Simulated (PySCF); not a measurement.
Geometry relaxation, with input and output: C$_{3}$H$_{10}$GeN$_{2}$

The run: geometry relaxation of C$_{3}$H$_{10}$GeN$_{2}$. Method and program: PBE0-D3(BJ)/def2-SVP geometry optimisation, gas phase (PySCF 2.14.0).

It belongs to a series of runs on one base structure; here: H on Ge replaced by N=CH2.

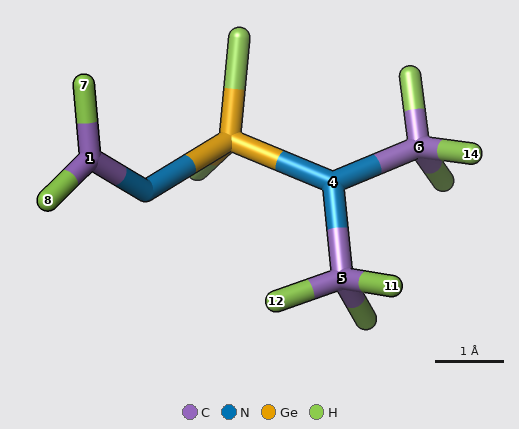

Fig. 1: The input geometry (stick view, seen at a tilt; atoms are numbered from 1 in the order of the input). Sticks mark near contacts. Bond lengths as drawn: C–H 1.06 to 1.11 Å, C–N 1.27 to 1.48 Å, Ge–H 1.52 to 1.54 Å and Ge–N 1.78 to 1.84 Å.

Results in brief:

| quantity | value |
| --- | --- |
| outcome | converged |
| total energy | −2305.854822 hartree |
| dipole moment | 1.09 D |
| point group | C1 |
| hardware | 1 CPU thread, shared host |
| wall time | 65 s |
| peak memory | 0.62 GiB |

The input:
```
{"job": {"xc": "PBE0", "basis": "def2-SVP", "d3": "d3bj", "grid": 1, "shake": 0.01, "kind": "geom"}, "charge": 0, "multiplicity": 1}
C      3.059300    -0.506890     0.040690
N      1.879970    -0.653410     0.485690
Ge     0.555230     0.545950     0.925900
N     -0.716400     0.174520    -0.263520
C     -1.096270    -1.211880    -0.552170
C     -1.893300     1.058660    -0.374750
H      3.518830     0.484500    -0.162150
H      3.668970    -1.348530    -0.186920
H      0.310760     0.240410     2.415100
H      0.847600     2.025690     0.768350
H     -1.466850    -1.292670    -1.560780
H     -0.198140    -1.821120    -0.424110
H     -1.902990    -1.576240     0.118860
H     -2.306960     1.008000    -1.381800
H     -1.581270     2.066760    -0.168220
H     -2.697530     0.803880     0.330580
```

The first line tells a small driver script what to run in PySCF; the rest is the geometry in Å.

Launch command:
```bash
OMP_NUM_THREADS=1 python <driver script> task.json out
```

Output:
```
step   0  E = -2305.84642339  max force = 0.048518
step   1  E = -2305.85409612  max force = 0.009479
step   2  E = -2305.85441049  max force = 0.006019
step   3  E = -2305.85465945  max force = 0.005653
step   4  E = -2305.85477494  max force = 0.000859
step   5  E = -2305.85479906  max force = 0.000759
step   6  E = -2305.85481516  max force = 0.000533
step   7  E = -2305.85482235  max force = 0.000317
optimisation converged
```

Trajectory as extended XYZ (Å, eV, eV/Å), 8 frames, from step=0 to step=7:
```
16
Properties=species:S:1:pos:R:3:forces:R:3 step=0 energy=-62745.27713
C     3.0593   -0.5069    0.0407   -1.7759   1.6519   0.5622
N     1.8800   -0.6534    0.4857    0.7931  -0.5124  -0.3145
Ge    0.5552    0.5460    0.9259    0.9412  -0.0317   0.6642
N    -0.7164    0.1745   -0.2635   -2.4949  -0.4290  -1.0457
C    -1.0963   -1.2119   -0.5522    0.6252   0.8173   1.1750
C    -1.8933    1.0587   -0.3748    1.1984  -0.9832   0.3287
H     3.5188    0.4845   -0.1621    0.1188  -0.0095   0.0294
H     3.6690   -1.3485   -0.1869    0.8417  -1.2773  -0.2886
H     0.3108    0.2404    2.4151   -0.1577  -0.0784   0.1382
H     0.8476    2.0257    0.7683    0.1820   0.5548  -0.1002
H    -1.4668   -1.2927   -1.5608   -0.1850  -0.0915  -0.9065
H    -0.1981   -1.8211   -0.4241    0.0123  -0.4056  -0.0857
H    -1.9030   -1.5762    0.1189    0.1186  -0.0570   0.0320
H    -2.3070    1.0080   -1.3818   -0.1278   0.0243  -0.4356
H    -1.5813    2.0668   -0.1682    0.1046   0.9721   0.0512
H    -2.6975    0.8039    0.3306   -0.1949  -0.1448   0.1958
16
Properties=species:S:1:pos:R:3:forces:R:3 step=1 energy=-62745.48591
C     3.0638   -0.3981    0.0611    0.4229  -0.3869  -0.1594
N     1.9220   -0.7403    0.4600   -0.4874   0.1476   0.1086
Ge    0.5834    0.4756    0.9156   -0.1325  -0.0488  -0.2257
N    -0.7671    0.1262   -0.2976    0.2369   0.1075   0.3629
C    -1.1496   -1.2466   -0.5267   -0.0294   0.1259  -0.1067
C    -1.8577    1.0632   -0.3897    0.0382  -0.0176   0.0157
H     3.4420    0.6401   -0.0497   -0.0333   0.0571   0.0176
H     3.7876   -1.2004   -0.2211   -0.0665   0.3084   0.0513
H     0.2420    0.1744    2.3984   -0.0140  -0.0217  -0.0615
H     0.9629    1.9742    0.7483    0.0118  -0.1445  -0.0355
H    -1.5459   -1.3577   -1.5569    0.0555  -0.0511   0.1020
H    -0.2735   -1.9027   -0.4216   -0.0224  -0.0343  -0.0312
H    -1.9420   -1.6011    0.1671    0.0196  -0.0257   0.0093
H    -2.3064    1.0311   -1.4016    0.0032   0.0294   0.0495
H    -1.5053    2.0940   -0.2138   -0.0106  -0.0480  -0.0549
H    -2.6758    0.8648    0.3382    0.0079   0.0028  -0.0420
16
Properties=species:S:1:pos:R:3:forces:R:3 step=2 energy=-62745.49447
C     3.0541   -0.4023    0.0556   -0.1484   0.3095   0.1296
N     1.9073   -0.7586    0.4410    0.0110  -0.2572  -0.0450
Ge    0.5839    0.4563    0.9063   -0.0377  -0.0416  -0.0550
N    -0.7625    0.1225   -0.2912    0.0050   0.0049   0.1257
C    -1.1558   -1.2473   -0.5163   -0.0167   0.0362  -0.0278
C    -1.8408    1.0708   -0.3910    0.0040  -0.0101  -0.0289
H     3.3600    0.6646   -0.0093    0.2357  -0.0474  -0.0958
H     3.8237   -1.1472   -0.2329   -0.1032   0.0368   0.0195
H     0.2385    0.1505    2.3835   -0.0081  -0.0156   0.0050
H     0.9861    1.9395    0.7327    0.0431  -0.0066  -0.0213
H    -1.5556   -1.3679   -1.5408    0.0083  -0.0025   0.0097
H    -0.2862   -1.9127   -0.4161    0.0026  -0.0060  -0.0079
H    -1.9444   -1.5981    0.1836    0.0073  -0.0067   0.0097
H    -2.2907    1.0384   -1.4008   -0.0071   0.0076   0.0014
H    -1.4746    2.0975   -0.2300    0.0016   0.0005  -0.0159
H    -2.6627    0.8909    0.3357    0.0025  -0.0018  -0.0030
16
Properties=species:S:1:pos:R:3:forces:R:3 step=3 energy=-62745.50124
C     3.0514   -0.3811    0.0607   -0.1370  -0.0216   0.0770
N     1.9022   -0.7586    0.4268    0.2907   0.0136  -0.1043
Ge    0.5791    0.4442    0.9020    0.0200   0.0576   0.0823
N    -0.7667    0.1200   -0.2846   -0.1411  -0.0496  -0.0374
C    -1.1640   -1.2479   -0.5109   -0.0008  -0.0188   0.0253
C    -1.8384    1.0737   -0.3915   -0.0089  -0.0004  -0.0482
H     3.4059    0.6719   -0.0031   -0.0967   0.0235   0.0326
H     3.8107   -1.1269   -0.2314    0.0595  -0.1085  -0.0339
H     0.2329    0.1283    2.3755   -0.0053  -0.0073   0.0364
H     0.9957    1.9194    0.7288    0.0272   0.0665  -0.0022
H    -1.5666   -1.3713   -1.5319   -0.0207   0.0215  -0.0431
H    -0.2965   -1.9172   -0.4167    0.0149   0.0068   0.0037
H    -1.9483   -1.6004    0.1931   -0.0006   0.0039   0.0062
H    -2.2891    1.0393   -1.4002   -0.0085  -0.0103  -0.0241
H    -1.4652    2.0986   -0.2413    0.0082   0.0248   0.0103
H    -2.6626    0.9050    0.3345   -0.0009  -0.0017   0.0193
16
Properties=species:S:1:pos:R:3:forces:R:3 step=4 energy=-62745.50439
C     3.0622   -0.3807    0.0651    0.0009   0.0116  -0.0028
N     1.9141   -0.7615    0.4227    0.0032  -0.0135  -0.0344
Ge    0.5842    0.4417    0.9003   -0.0076   0.0187   0.0132
N    -0.7718    0.1176   -0.2846   -0.0232  -0.0010   0.0442
C    -1.1728   -1.2492   -0.5105    0.0049  -0.0004  -0.0011
C    -1.8417    1.0737   -0.3945    0.0123   0.0040  -0.0226
H     3.4043    0.6769    0.0149   -0.0162   0.0040   0.0083
H     3.8231   -1.1252   -0.2371    0.0173  -0.0147   0.0080
H     0.2423    0.1251    2.3771   -0.0002  -0.0029  -0.0033
H     1.0024    1.9211    0.7290    0.0047  -0.0040  -0.0050
H    -1.5792   -1.3667   -1.5321   -0.0040   0.0022  -0.0034
H    -0.3055   -1.9193   -0.4192    0.0018  -0.0014  -0.0042
H    -1.9565   -1.5999    0.1952    0.0024  -0.0013   0.0009
H    -2.2940    1.0348   -1.4031    0.0016  -0.0057  -0.0010
H    -1.4662    2.0991   -0.2480    0.0007   0.0018   0.0005
H    -2.6645    0.9093    0.3347    0.0013   0.0028   0.0028
16
Properties=species:S:1:pos:R:3:forces:R:3 step=5 energy=-62745.50504
C     3.0654   -0.3764    0.0640    0.0292   0.0201   0.0306
N     1.9169   -0.7657    0.4099   -0.0359  -0.0208  -0.0141
Ge    0.5863    0.4347    0.8978   -0.0051   0.0065  -0.0098
N    -0.7758    0.1150   -0.2812   -0.0044  -0.0003   0.0390
C    -1.1810   -1.2504   -0.5074    0.0038   0.0038  -0.0041
C    -1.8402    1.0764   -0.3964    0.0103   0.0018  -0.0190
H     3.3994    0.6844    0.0291    0.0044  -0.0027  -0.0091
H     3.8355   -1.1144   -0.2331   -0.0037   0.0032  -0.0092
H     0.2491    0.1130    2.3747    0.0058  -0.0025  -0.0048
H     1.0088    1.9135    0.7284   -0.0029  -0.0073  -0.0010
H    -1.5913   -1.3648   -1.5281   -0.0016  -0.0008   0.0032
H    -0.3149   -1.9229   -0.4208   -0.0006   0.0009  -0.0039
H    -1.9629   -1.6006    0.2005    0.0012  -0.0014  -0.0007
H    -2.2925    1.0331   -1.4049    0.0001  -0.0014   0.0030
H    -1.4588    2.1007   -0.2565   -0.0002  -0.0028   0.0002
H    -2.6636    0.9212    0.3341   -0.0002   0.0037  -0.0003
16
Properties=species:S:1:pos:R:3:forces:R:3 step=6 energy=-62745.50548
C     3.0709   -0.3694    0.0680    0.0046   0.0157  -0.0149
N     1.9196   -0.7716    0.3906   -0.0274  -0.0083   0.0029
Ge    0.5886    0.4235    0.8944    0.0062  -0.0050  -0.0065
N    -0.7820    0.1109   -0.2747    0.0063  -0.0071   0.0137
C    -1.1937   -1.2524   -0.5011    0.0006   0.0011  -0.0023
C    -1.8365    1.0810   -0.4010    0.0062   0.0030  -0.0117
H     3.3971    0.6944    0.0586    0.0199  -0.0080   0.0003
H     3.8472   -1.0956   -0.2425   -0.0069   0.0065   0.0099
H     0.2605    0.0924    2.3709    0.0058  -0.0002   0.0016
H     1.0164    1.9009    0.7289   -0.0110  -0.0006   0.0034
H    -1.6099   -1.3631   -1.5198   -0.0005  -0.0010   0.0037
H    -0.3295   -1.9283   -0.4213   -0.0011   0.0025  -0.0015
H    -1.9727   -1.6018    0.2103   -0.0007   0.0002  -0.0015
H    -2.2883    1.0303   -1.4094   -0.0008   0.0020   0.0027
H    -1.4450    2.1029   -0.2724   -0.0007  -0.0024   0.0015
H    -2.6621    0.9427    0.3304   -0.0006   0.0016  -0.0013
16
Properties=species:S:1:pos:R:3:forces:R:3 step=7 energy=-62745.50568
C     3.0725   -0.3678    0.0670    0.0076  -0.0141   0.0097
N     1.9193   -0.7717    0.3817   -0.0114   0.0163  -0.0036
Ge    0.5889    0.4207    0.8936    0.0060  -0.0058  -0.0075
N    -0.7844    0.1098   -0.2722    0.0040  -0.0056   0.0062
C    -1.1979   -1.2527   -0.4989   -0.0018   0.0010  -0.0002
C    -1.8355    1.0830   -0.4031    0.0048   0.0026  -0.0051
H     3.4039    0.6943    0.0708    0.0020  -0.0016  -0.0040
H     3.8488   -1.0934   -0.2447   -0.0051   0.0050  -0.0014
H     0.2667    0.0845    2.3704    0.0045  -0.0006   0.0010
H     1.0138    1.8990    0.7312   -0.0095   0.0015   0.0040
H    -1.6158   -1.3623   -1.5169    0.0004  -0.0003   0.0016
H    -0.3342   -1.9294   -0.4211   -0.0005   0.0006  -0.0005
H    -1.9763   -1.6020    0.2133   -0.0008   0.0004  -0.0008
H    -2.2865    1.0304   -1.4116    0.0007   0.0013   0.0006
H    -1.4404    2.1038   -0.2775   -0.0005  -0.0006   0.0013
H    -2.6624    0.9506    0.3279   -0.0005  -0.0002  -0.0013
```

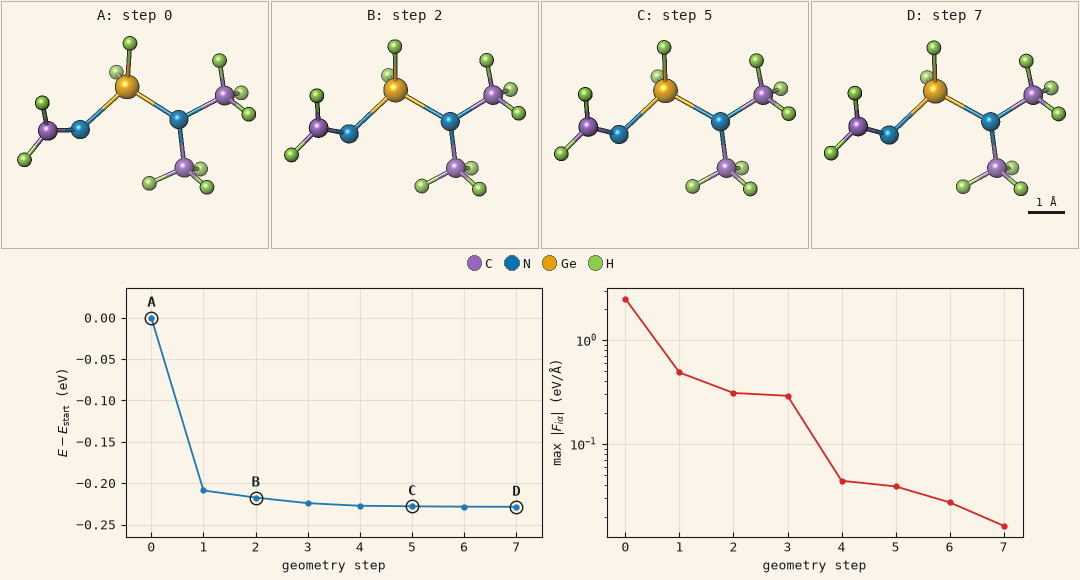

Fig. 2: Frames of the relaxation (ball-and-stick view, seen at a tilt) above the curves, on which the letters mark them (steps are counted from 0).

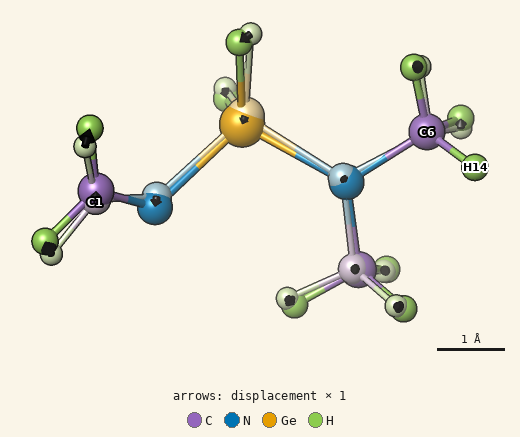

Fig. 3: Start (faint) and end (solid) with the displacements as black arrows, at true length (ball-and-stick view, seen at a tilt). The two geometries are laid on each other by the best rigid fit. H7 moves most after the best rigid fit: 0.32 Å. By element the largest moves are H 0.32 Å, N 0.17 Å, Ge 0.13 Å, C 0.13 Å. Among the contacts that change: Ge3–N4 1.780 → 1.828 Å, C1–H8 1.064 → 1.107 Å, N4–C6 1.476 → 1.438 Å, Ge3–H10 1.517 → 1.547 Å. Among the angles that change: C1–N2–Ge3 132.7° → 121.2°, N2–Ge3–H10 118.2° → 112.8°, N4–Ge3–H9 119.4° → 114.5°. After 7 geometry steps the energy has fallen by 0.229 eV. The largest force component goes from 2.5 to 0.016 eV/Å. (Atoms are counted from 1 in the order of the input.)
